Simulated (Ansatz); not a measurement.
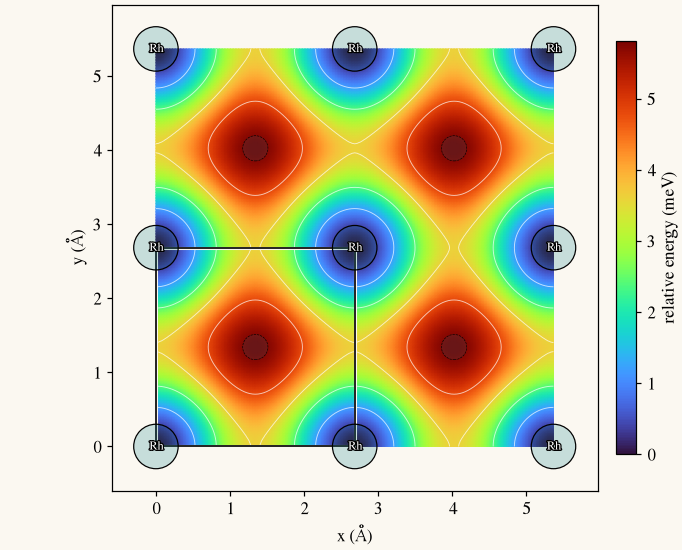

N₂ on a Rh(100) slab cut from the Fm-3m phase, its upper half relaxed before the scan (12 atoms of substrate and one adsorbate in a 2 × 2 cell). 
- N2 is moved over the surface cell at a fixed height above a rigid substrate; the origin of the map has the adsorbate above Rh9; the height is held at 3.70 Å.
- Places are given modulo a cell vector. The map is drawn in real space over the plane of the surface.
- The grid has 6 × 6 points; 10 points were computed and 26 follow by symmetry.
- Places are given in fractions of the 1 × 1 surface cell.
- Energies are in meV, from the lowest grid point.
- At a fixed height the lowest place need not be the adsorption site.
- The calculation used DFT PBE+D3(BJ), scalar-relativistic, plane waves, PAW (Ansatz 0.2.0). Settings: cutoff 420 eV, k-mesh 5×5×1, gaussian smearing 0.1 eV, no spin polarisation.

Drawn: a smooth colour map with a few white contour lines, labelled circles for the atoms of the top layer and small ones for the second layer, the outline of one cell of the 2 × 2 shown. Between grid points the surface is interpolated.

The lowest grid point is at the top site over a surface Rh atom, (0/6, 0/6) of the cell vectors. It is the only kind of minimum in the scanned range. The highest grid point, a fourfold hollow over a second-layer Rh atom, (3/6, 3/6) of the cell vectors, lies 5.81 meV above the lowest. On the interpolated surface the easiest way out of the lowest well to its copy in the next cell or period passes a barrier of about 3.6 meV.

The scan is repeated with another setting: the height is held at 3.10 Å; all else is set up alike.

What will the new map look like?

Answer. The lowest place stays at the top site over a surface Rh atom, (0/6, 0/6) of the cell vectors. The span from the lowest to the highest grid point grows from 5.81 to 37.12 meV. The easiest pass out of the lowest well goes from about 3.6 to about 25 meV on the interpolated surfaces.

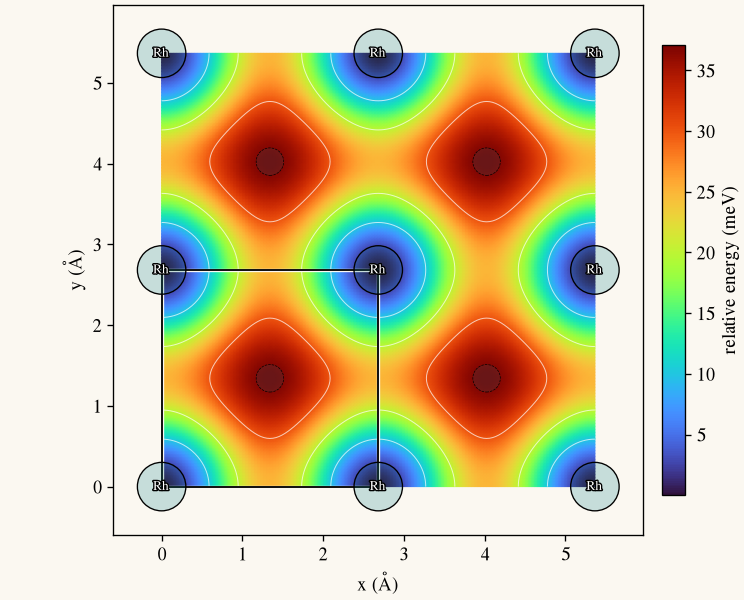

The map after the change, on a colour scale of its own. Drawn: a smooth colour map with a few white contour lines, labelled circles for the atoms of the top layer and small ones for the second layer, the outline of one cell of the 2 × 2 shown. Between grid points the surface is interpolated.

PAW datasets: the set soft_1.
